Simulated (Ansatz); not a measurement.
# CH3BS: one molecule under many settings

How do the results and run time of CH3BS respond when the settings are drawn wide?

Computed with Ansatz 0.2.0, Gaussian basis. Level: the settings change from run to run.

## (1) The molecule

The geometry comes from an earlier relaxation with PBE0-D4 in a triple-zeta def2 set; it is a stationary point.

SMILES `BC=S`, 6 atoms, charge 0, spin multiplicity 1.

Atoms are counted from 1 here; the program's logs count them from 0.

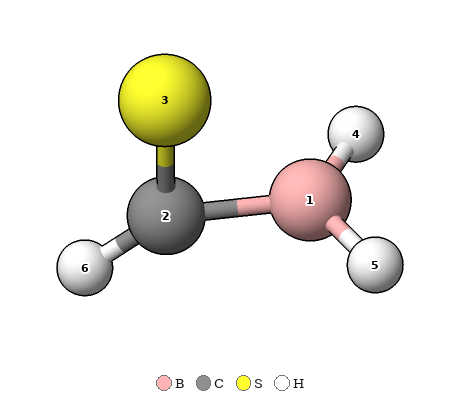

The structure; boron pink, carbon grey, sulfur yellow, hydrogen white; atoms are numbered from 1 in the order of the file.

## (2) CAM-B3LYP/aug-pcseg-2

Set apart from the defaults: D4 dispersion, high accuracy.

The input, in.yaml:

```yaml
crystal:
  periodic: [false, false, false]
  atoms:
    - {symbol: B, position_ang: [-0.561139, -0.255700, -0.375595]}
    - {symbol: C, position_ang: [0.645909, 0.481689, 0.195995]}
    - {symbol: S, position_ang: [0.695897, -0.654578, 1.349766]}
    - {symbol: H, position_ang: [-0.393089, -1.058683, -1.246131]}
    - {symbol: H, position_ang: [-1.660003, 0.093196, -0.056791]}
    - {symbol: H, position_ang: [1.314523, 1.329975, 0.086558]}
basis:
  gaussian: {orbitals: aug-pcseg-2}
hamiltonian: {xc: {name: CAM-B3LYP}, dispersion: d4}
accuracy: high
output: {forces: true}
```

Command:

```bash
$ ansatz run in.yaml --threads 2 --pin off --events-out ev --progress --plain --max-ram 4352MiB
```

What it wrote, cut to the lines that bear on the results:

```text
Functional definition: CAM-B3LYP
  name "CAM-B3LYP"
  cite "Yanai, Tew & Handy, Chem. Phys. Lett. 393, 51 (2004) doi:10.1016/j.cplett.2004.06.011"
  cite "Iikura, Tsuneda, Yanai & Hirao, J. Chem. Phys. 115, 3540 (2001) doi:10.1063/1.1383587"
  cite "Becke, Phys. Rev. A 38, 3098 (1988) doi:10.1103/PhysRevA.38.3098"
  cite "Lee, Yang & Parr, Phys. Rev. B 37, 785 (1988) doi:10.1103/PhysRevB.37.785"
  cite "Vosko, Wilk & Nusair, Can. J. Phys. 58, 1200 (1980) doi:10.1139/p80-159"
[...]
  # Exact exchange under (alpha + beta erf(omega r))/r, Becke's under what is left of 1/r.
[...]
3162 factors; integrals over basis functions are off by at most 3.3e-9 eV
705 factors; integrals over basis functions are off by at most 1.6e-9 eV
[...]
mean field -12596.34824915 eV, -462.9072600449 hartree, gradient 4.1e-8 eV, S^2 0.000000; 0 other end points of the search recorded, 0 dependent functions left out
[...]
reference -12596.34826982 eV, -462.9072608045 hartree; 15, 15 occupied and 196, 196 virtual orbitals, 3162 factors
Total energy: -12596.43158618 eV, -462.9103226241 hartree
Atom 0 at    -0.561139    -0.255700    -0.375595 Å, force    -0.174088     0.039868    -0.223871 eV/Å
Atom 1 at     0.645909     0.481689     0.195995 Å, force     0.014535    -0.098652     0.110916 eV/Å
Atom 2 at     0.695897    -0.654578     1.349766 Å, force     0.126478     0.114771     0.023578 eV/Å
Atom 3 at    -0.393089    -1.058683    -1.246131 Å, force    -0.032114     0.116540     0.129007 eV/Å
Atom 4 at    -1.660003     0.093196    -0.056791 Å, force     0.159433    -0.057510    -0.050728 eV/Å
Atom 5 at     1.314523     1.329975     0.086558 Å, force    -0.094244    -0.115017     0.011097 eV/Å
Dipole moment:     0.246884     0.247908     0.022870 e Å
```

Wall time 13 s (2 threads of Intel Xeon 6975P-C, shared host); peak memory 1.3 GiB.

Largest force 0.286 eV/Å, dipole 1.68 D.

## (3) MP2/aug-pcseg-2

Set apart from the defaults: density fitting with def2-universal-jkfit, a grid of angular degree 47, the search for lower states set to off.

in.yaml: that of step 2 with these lines changed.

```diff
@@ -10,5 +10,5 @@
 basis:
-  gaussian: {orbitals: aug-pcseg-2}
-hamiltonian: {xc: {name: CAM-B3LYP}, dispersion: d4}
-accuracy: high
-output: {forces: true}
+  gaussian: {orbitals: aug-pcseg-2, fitting: {mean_field: def2-universal-jkfit}, final_grid: {core_spheres: 20, valence_spheres: 16, degree: 47}}
+hamiltonian: {xc: {name: HF}}
+correlation: {method: mp2}
+scf: {lower_state_search: off}
```

The command is unchanged.

What it wrote, cut to the lines that bear on the results:

```text
Functional definition: HF
  name "HF"
  cite "Fock, Z. Phys. 61, 126 (1930) doi:10.1007/BF01340294"
  parent pbe
[...]
332 factors; integrals over basis functions are off by at most 1.1e0 eV
[...]
mean field -12566.27110738 eV, -461.8019454716 hartree, gradient 1.3e-6 eV, S^2 0.000000; 0 other end points of the search recorded, 0 dependent functions left out
7 core orbitals not correlated: weight in the atoms' cores, before any rotation towards them, 1.000 or more for the frozen orbitals, at most 0.000 for the correlated occupied ones
reference -12566.27110738 eV, -461.8019454716 hartree; 8, 8 occupied and 196, 196 virtual orbitals, 332 factors
second order -11.85339053 eV of doubles, -0.00000000 eV of singles
Total energy: -12578.12449791 eV, -462.2375495391 hartree
Checks for a lower state left out: stability, starts, cluster_reference, orbital_swaps, neighbouring_geometries, increment
```

Wall time 0.4 s (2 threads of Intel Xeon 6975P-C, shared host).

## (4) B3LYP/STO-3G

Options: charge +1, multiplicity 2, coordinates scaled by 1.12, the search for lower states set to full.

The input, in.yaml:

```yaml
crystal:
  periodic: [false, false, false]
  atoms:
    - {symbol: B, position_ang: [-0.628475, -0.286384, -0.420666]}
    - {symbol: C, position_ang: [0.723419, 0.539492, 0.219514]}
    - {symbol: S, position_ang: [0.779405, -0.733127, 1.511738]}
    - {symbol: H, position_ang: [-0.440259, -1.185725, -1.395667]}
    - {symbol: H, position_ang: [-1.859204, 0.104380, -0.063606]}
    - {symbol: H, position_ang: [1.472266, 1.489572, 0.096945]}
basis:
  gaussian: {orbitals: STO-3G}
total_charge: 1
magnetization: {spin_polarized: true, initial_magnetization: 1}
hamiltonian: {xc: {name: B3LYP}}
scf: {lower_state_search: full}
output: {forces: true}
```

Launched as before.

What it wrote, cut to the lines that bear on the results:

```text
Functional definition: B3LYP
  name "B3LYP"
  cite "Stephens, Devlin, Chabalowski & Frisch, J. Phys. Chem. 98, 11623 (1994) doi:10.1021/j100096a001"
  cite "Becke, Phys. Rev. A 38, 3098 (1988) doi:10.1103/PhysRevA.38.3098"
  cite "Lee, Yang & Parr, Phys. Rev. B 37, 785 (1988) doi:10.1103/PhysRevB.37.785"
  cite "Vosko, Wilk & Nusair, Can. J. Phys. 58, 1200 (1980) doi:10.1139/p80-159"
[...]
266 factors; integrals over basis functions are off by at most 9.2e-5 eV
[...]
mean field -12445.76013858 eV, -457.3732490538 hartree, gradient 3.9e-5 eV, S^2 0.793762; 8 other end points of the search recorded, 0 dependent functions left out
[...]
reference -12445.76029365 eV, -457.3732547524 hartree; 15, 14 occupied and 7, 8 virtual orbitals, 266 factors
Total energy: -12445.76029365 eV, -457.3732547524 hartree
Atom 0 at    -0.628475    -0.286384    -0.420666 Å, force    -1.387197     1.055961    -2.500336 eV/Å
Atom 1 at     0.723419     0.539492     0.219514 Å, force    -0.700496    -3.191902     2.345100 eV/Å
Atom 2 at     0.779405    -0.733127     1.511738 Å, force     0.863263     3.176836    -2.157258 eV/Å
Atom 3 at    -0.440259    -1.185725    -1.395667 Å, force    -0.291434     2.173999     2.754011 eV/Å
Atom 4 at    -1.859204     0.104380    -0.063606 Å, force     3.293245    -1.085180    -0.611072 eV/Å
Atom 5 at     1.472266     1.489572     0.096945 Å, force    -1.777381    -2.129714     0.169554 eV/Å
Dipole moment:     0.179744     0.269479    -0.069545 e Å
```

Wall time 0.8 s (2 threads of Intel Xeon 6975P-C, shared host).

Largest force 4.022 eV/Å, ⟨S²⟩ 0.794.

## (5) rPW86-PBE/def2-mTZVPP

Set apart from the defaults: coordinates scaled by 1.05.

The input, in.yaml:

```yaml
crystal:
  periodic: [false, false, false]
  atoms:
    - {symbol: B, position_ang: [-0.589196, -0.268485, -0.394374]}
    - {symbol: C, position_ang: [0.678205, 0.505774, 0.205794]}
    - {symbol: S, position_ang: [0.730692, -0.687306, 1.417254]}
    - {symbol: H, position_ang: [-0.412743, -1.111617, -1.308437]}
    - {symbol: H, position_ang: [-1.743003, 0.097856, -0.059631]}
    - {symbol: H, position_ang: [1.380249, 1.396474, 0.090886]}
basis:
  gaussian: {orbitals: def2-mTZVPP}
hamiltonian: {xc: {name: rPW86-PBE}}
output: {forces: true}
```

Same command.

What it wrote, cut to the lines that bear on the results:

```text
Functional definition: rPW86-PBE
  name "rPW86-PBE"
  cite "Murray, Lee & Langreth, J. Chem. Theory Comput. 5, 2754 (2009) doi:10.1021/ct900365q"
  cite "Perdew, Burke & Ernzerhof, Phys. Rev. Lett. 77, 3865 (1996) doi:10.1103/PhysRevLett.77.3865"
  parent pbe
[...]
780 factors; their error is unknown
[...]
mean field -12610.69391833 eV, -463.4344536632 hartree, gradient 3.7e-5 eV, S^2 0.000000; 0 other end points of the search recorded, 0 dependent functions left out
[...]
reference -12610.69401762 eV, -463.4344573122 hartree; 15, 15 occupied and 65, 65 virtual orbitals, 780 factors
Total energy: -12610.69401762 eV, -463.4344573122 hartree
Atom 0 at    -0.589196    -0.268485    -0.394374 Å, force     0.377362     0.466181    -0.049418 eV/Å
Atom 1 at     0.678205     0.505774     0.205794 Å, force    -0.519051    -0.866922     0.286587 eV/Å
Atom 2 at     0.730692    -0.687306     1.417254 Å, force     0.032211     1.123930    -1.054261 eV/Å
Atom 3 at    -0.412743    -1.111617    -1.308437 Å, force    -0.149318     0.786609     0.906028 eV/Å
Atom 4 at    -1.743003     0.097856    -0.059631 Å, force     1.117463    -0.365065    -0.283127 eV/Å
Atom 5 at     1.380249     1.396474     0.090886 Å, force    -0.858668    -1.144733     0.194191 eV/Å
Dipole moment:     0.237144     0.241590     0.018612 e Å
```

It took 0.95 s on 2 threads of Intel Xeon 6975P-C, shared host.

Largest force 1.541 eV/Å, dipole 1.63 D.

## (6) B97M-V/6-31G*

Set apart from the defaults: charge +1, multiplicity 2, finite nuclei.

The input, in.yaml:

```yaml
crystal:
  periodic: [false, false, false]
  atoms:
    - {symbol: B, position_ang: [-0.561139, -0.255700, -0.375595]}
    - {symbol: C, position_ang: [0.645909, 0.481689, 0.195995]}
    - {symbol: S, position_ang: [0.695897, -0.654578, 1.349766]}
    - {symbol: H, position_ang: [-0.393089, -1.058683, -1.246131]}
    - {symbol: H, position_ang: [-1.660003, 0.093196, -0.056791]}
    - {symbol: H, position_ang: [1.314523, 1.329975, 0.086558]}
basis:
  gaussian: {orbitals: "6-31G*", nuclear_model: gaussian}
total_charge: 1
magnetization: {spin_polarized: true, initial_magnetization: 1}
hamiltonian: {xc: {name: B97M-V}}
output: {forces: true}
```

Same command.

What it wrote, cut to the lines that bear on the results:

```text
Functional definition: B97M-V
  name "B97M-V"
  cite "Mardirossian & Head-Gordon, J. Chem. Phys. 142, 074111 (2015) doi:10.1063/1.4907719"
  cite "Becke, J. Chem. Phys. 107, 8554 (1997) doi:10.1063/1.475007"
  cite "Vydrov & Van Voorhis, J. Chem. Phys. 133, 244103 (2010) doi:10.1063/1.3521275"
  # Of w^i u^j: cxij and so on, Table III.
[...]
  gx(w, u) = cx00 + cx01*u + cx02*u^2 + (cx10 + cx11*u)*w
  gss(w, u) = css00 + css02*u^2 + css10*w + (css32*w^3 + css42*w^4)*u^2
  gos(w, u) = cos00 + cos01*u + cos03*u^3 + cos10*w + cos32*w^3*u^2
[...]
      + integral(e_c_pw_mod_opposite_spin*gos(b97_w_opposite, b97_u_opposite)) + vv10(b, c)
650 factors; their error is unknown
[...]
mean field -12583.14465823 eV, -462.4220370282 hartree, gradient 2.0e-5 eV, S^2 0.757887; 3 other end points of the search recorded, 0 dependent functions left out
[...]
reference -12583.14469412 eV, -462.4220383472 hartree; 15, 14 occupied and 40, 41 virtual orbitals, 650 factors
Total energy: -12583.14469412 eV, -462.4220383472 hartree
Atom 0 at    -0.561139    -0.255700    -0.375595 Å, force    -1.654425     0.692886    -2.433182 eV/Å
Atom 1 at     0.645909     0.481689     0.195995 Å, force     0.297254    -1.402614     1.674837 eV/Å
Atom 2 at     0.695897    -0.654578     1.349766 Å, force     1.263468     0.532655     0.830288 eV/Å
Atom 3 at    -0.393089    -1.058683    -1.246131 Å, force     0.023344     0.001172     0.197600 eV/Å
Atom 4 at    -1.660003     0.093196    -0.056791 Å, force     0.143958    -0.108699     0.084565 eV/Å
Atom 5 at     1.314523     1.329975     0.086558 Å, force    -0.073599     0.284600    -0.354108 eV/Å
Dipole moment:     0.177655     0.278310    -0.080328 e Å
```

It took 2.9 s on 2 threads of Intel Xeon 6975P-C, shared host.

Largest force 3.023 eV/Å, ⟨S²⟩ 0.758.

## (7) CCSD(T)/6-31G*

Options: density fitting with cc-pVTZ-jkfit.

in.yaml: that of step 6 with these lines changed.

```diff
@@ -10,6 +10,4 @@
 basis:
-  gaussian: {orbitals: "6-31G*", nuclear_model: gaussian}
-total_charge: 1
-magnetization: {spin_polarized: true, initial_magnetization: 1}
-hamiltonian: {xc: {name: B97M-V}}
-output: {forces: true}
+  gaussian: {orbitals: "6-31G*", fitting: {mean_field: cc-pVTZ-jkfit}}
+hamiltonian: {xc: {name: HF}}
+correlation: {method: ccsd_t}
```

Launched as before.

What it wrote, cut to the lines that bear on the results:

```text
Functional definition: HF
  name "HF"
  cite "Fock, Z. Phys. 61, 126 (1930) doi:10.1007/BF01340294"
  parent pbe
[...]
369 factors; integrals over basis functions are off by at most 1.7e-1 eV
[...]
mean field -12564.86268194 eV, -461.7501867914 hartree, gradient 1.5e-6 eV, S^2 0.000000; 0 other end points of the search recorded, 0 dependent functions left out; unrestricted orbitals would lower it
[...]
7 core orbitals not correlated: weight in the atoms' cores, before any rotation towards them, 1.000 or more for the frozen orbitals, at most 0.000 for the correlated occupied ones
reference -12564.86268194 eV, -461.7501867914 hartree; 8, 8 occupied and 40, 40 virtual orbitals, 369 factors
second order -9.00753693 eV of doubles, -0.00000000 eV of singles
cycle   1  -9.41606422 eV  change   -4.1e-1 eV  update   1.1e-1
[...]
cycle  10  -9.87618340 eV  change    3.3e-6 eV  update   1.7e-5
perturbative correction -0.43559080 eV, -0.0160076667 hartree
Total energy: -12575.17445614 eV, -462.1291375036 hartree
```

Run time: 0.3 s. Hardware: 2 threads of Intel Xeon 6975P-C, shared host.

T1 0.023.

## (8) r2SCANh/cc-pVDZ

This run has charge -1, multiplicity 2, the search for lower states set to light.

in.yaml: that of step 7 with these lines changed.

```diff
@@ -10,4 +10,7 @@
 basis:
-  gaussian: {orbitals: "6-31G*", fitting: {mean_field: cc-pVTZ-jkfit}}
-hamiltonian: {xc: {name: HF}}
-correlation: {method: ccsd_t}
+  gaussian: {orbitals: cc-pVDZ}
+total_charge: -1
+magnetization: {spin_polarized: true, initial_magnetization: 1}
+hamiltonian: {xc: {name: r2SCANh}}
+scf: {lower_state_search: light}
+output: {forces: true}
```

Launched as before.

What it wrote, cut to the lines that bear on the results:

```text
Functional definition: r2SCANh
  name "r2SCANh"
  cite "Bursch, Neugebauer, Ehlert & Grimme, J. Chem. Phys. 156, 134105 (2022) doi:10.1063/5.0086040"
  cite "Furness, Kaplan, Ning, Perdew & Sun, J. Phys. Chem. Lett. 11, 8208 (2020) doi:10.1021/acs.jpclett.0c02405"
  cite "Furness, Kaplan, Ning, Perdew & Sun, J. Phys. Chem. Lett. 11, 9248 (2020) doi:10.1021/acs.jpclett.0c03077"
  parent r2scan
[...]
584 factors; integrals over basis functions are off by at most 1.1e-3 eV
[...]
mean field -12594.74382478 eV, -462.8482985367 hartree, gradient 1.6e-5 eV, S^2 0.757334; 0 other end points of the search recorded, 0 dependent functions left out
[...]
reference -12594.74383278 eV, -462.8482988305 hartree; 16, 15 occupied and 45, 46 virtual orbitals, 584 factors
Total energy: -12594.74383278 eV, -462.8482988305 hartree
Atom 0 at    -0.561139    -0.255700    -0.375595 Å, force     0.797452     0.209726     0.646446 eV/Å
Atom 1 at     0.645909     0.481689     0.195995 Å, force     0.231754     3.168091    -2.821409 eV/Å
Atom 2 at     0.695897    -0.654578     1.349766 Å, force    -0.249356    -3.053184     2.691482 eV/Å
Atom 3 at    -0.393089    -1.058683    -1.246131 Å, force    -0.146336    -0.575785    -0.516363 eV/Å
Atom 4 at    -1.660003     0.093196    -0.056791 Å, force    -0.782780     0.003010     0.081218 eV/Å
Atom 5 at     1.314523     1.329975     0.086558 Å, force     0.149267     0.248143    -0.081374 eV/Å
Dipole moment:     0.307763     0.141723     0.190562 e Å
```

Wall time 1.3 s (2 threads of Intel Xeon 6975P-C, shared host).

Largest force 4.249 eV/Å, ⟨S²⟩ 0.757.

## (9) wPBEh/def2-SVPD

This run has finite nuclei, high accuracy.

in.yaml: that of step 8 with these lines changed.

```diff
@@ -10,7 +10,4 @@
 basis:
-  gaussian: {orbitals: cc-pVDZ}
-total_charge: -1
-magnetization: {spin_polarized: true, initial_magnetization: 1}
-hamiltonian: {xc: {name: r2SCANh}}
-scf: {lower_state_search: light}
-output: {forces: true}
+  gaussian: {orbitals: def2-SVPD, nuclear_model: gaussian}
+hamiltonian: {xc: {name: wPBEh}}
+accuracy: high
```

Same command.

What it wrote, cut to the lines that bear on the results:

```text
Functional definition: wPBEh
  name "wPBEh"
  cite "Heyd, Scuseria & Ernzerhof, J. Chem. Phys. 118, 8207 (2003) doi:10.1063/1.1564060"
  cite "Krukau, Vydrov, Izmaylov & Scuseria, J. Chem. Phys. 125, 224106 (2006) doi:10.1063/1.2404663"
  cite "Heyd & Scuseria, J. Chem. Phys. 120, 7274 (2004) doi:10.1063/1.1668634"
  cite "Ernzerhof & Perdew, J. Chem. Phys. 109, 3313 (1998) doi:10.1063/1.476928"
  cite "Perdew, Burke & Ernzerhof, Phys. Rev. Lett. 77, 3865 (1996) doi:10.1103/PhysRevLett.77.3865"
  parent pbe
[...]
1798 factors; integrals over basis functions are off by at most 3.4e-9 eV
135 factors; integrals over basis functions are off by at most 8.2e-10 eV
[...]
mean field -12586.01760658 eV, -462.5276159328 hartree, gradient 4.5e-8 eV, S^2 0.000000; 0 other end points of the search recorded, 0 dependent functions left out
reference -12586.01761108 eV, -462.5276160979 hartree; 15, 15 occupied and 76, 76 virtual orbitals, 1798 factors
Total energy: -12586.01761108 eV, -462.5276160979 hartree
```

Wall time 1.8 s (2 threads of Intel Xeon 6975P-C, shared host); peak memory 0.28 GiB.

## (10) B3LYP/def2-SVPD

Set apart from the defaults: coordinates scaled by 1.05, D3(BJ) dispersion, the search for lower states set to light.

The input, in.yaml:

```yaml
crystal:
  periodic: [false, false, false]
  atoms:
    - {symbol: B, position_ang: [-0.589196, -0.268485, -0.394374]}
    - {symbol: C, position_ang: [0.678205, 0.505774, 0.205794]}
    - {symbol: S, position_ang: [0.730692, -0.687306, 1.417254]}
    - {symbol: H, position_ang: [-0.412743, -1.111617, -1.308437]}
    - {symbol: H, position_ang: [-1.743003, 0.097856, -0.059631]}
    - {symbol: H, position_ang: [1.380249, 1.396474, 0.090886]}
basis:
  gaussian: {orbitals: def2-SVPD}
hamiltonian: {xc: {name: B3LYP}, dispersion: d3bj}
scf: {lower_state_search: light}
```

Launched as before.

What it wrote, cut to the lines that bear on the results:

```text
Functional definition: B3LYP
  name "B3LYP"
  cite "Stephens, Devlin, Chabalowski & Frisch, J. Phys. Chem. 98, 11623 (1994) doi:10.1021/j100096a001"
  cite "Becke, Phys. Rev. A 38, 3098 (1988) doi:10.1103/PhysRevA.38.3098"
  cite "Lee, Yang & Parr, Phys. Rev. B 37, 785 (1988) doi:10.1103/PhysRevB.37.785"
  cite "Vosko, Wilk & Nusair, Can. J. Phys. 58, 1200 (1980) doi:10.1139/p80-159"
[...]
795 factors; their error is unknown
[...]
mean field -12591.97170782 eV, -462.7464251173 hartree, gradient 2.9e-5 eV, S^2 0.000000; 0 other end points of the search recorded, 0 dependent functions left out
reference -12591.97194687 eV, -462.7464339024 hartree; 15, 15 occupied and 76, 76 virtual orbitals, 795 factors
Total energy: -12592.16377698 eV, -462.7534835288 hartree
```

It took 0.6 s on 2 threads of Intel Xeon 6975P-C, shared host.

## (11) The runs in one table

```
                level  charge  multiplicity  geometry  functions  energy (eV)    time
CAM-B3LYP/aug-pcseg-2       0             1   relaxed        211   -12596.432    13 s
      MP2/aug-pcseg-2       0             1   relaxed        211   -12578.124   0.4 s
         B3LYP/STO-3G       1             2    scaled         22   -12445.760   0.8 s
rPW86-PBE/def2-mTZVPP       0             1    scaled         80   -12610.694  0.95 s
        B97M-V/6-31G*       1             2   relaxed         55   -12583.145   2.9 s
       CCSD(T)/6-31G*       0             1   relaxed         55   -12575.174   0.3 s
      r2SCANh/cc-pVDZ      -1             2   relaxed         61   -12594.744   1.3 s
      wPBEh/def2-SVPD       0             1   relaxed         91   -12586.018   1.8 s
      B3LYP/def2-SVPD       0             1    scaled         91   -12592.164   0.6 s
```

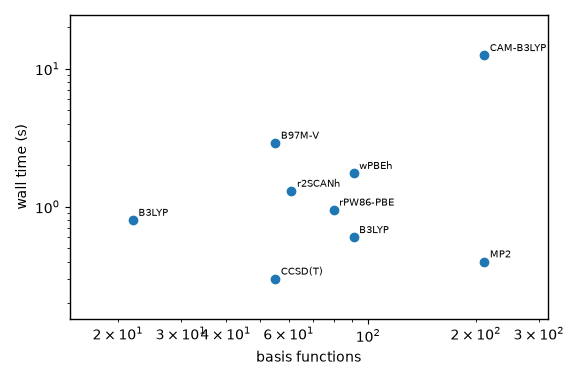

Wall time against the number of basis functions (shared host).

## (12) Results

```
                                         quantity                        value
                                             runs                            9
                                         quickest        CCSD(T)/6-31G*, 0.3 s
                                          slowest  CAM-B3LYP/aug-pcseg-2, 13 s
spread of total energies, same state and geometry                      21.3 eV
```

In words: CAM-B3LYP/aug-pcseg-2 took 42 times as long as CCSD(T)/6-31G*. The jobs differ in tasks and options as well as level. Total energies at one charge and spin differ by 21 eV between levels, so only differences within one level mean anything. At the PBE0-D4/def2-TZVP geometry and in the same state, runs without warnings or point charges leave forces up to 0.29 eV/Å (CAM-B3LYP/aug-pcseg-2), against 1.5 eV/Å where the atoms were moved.
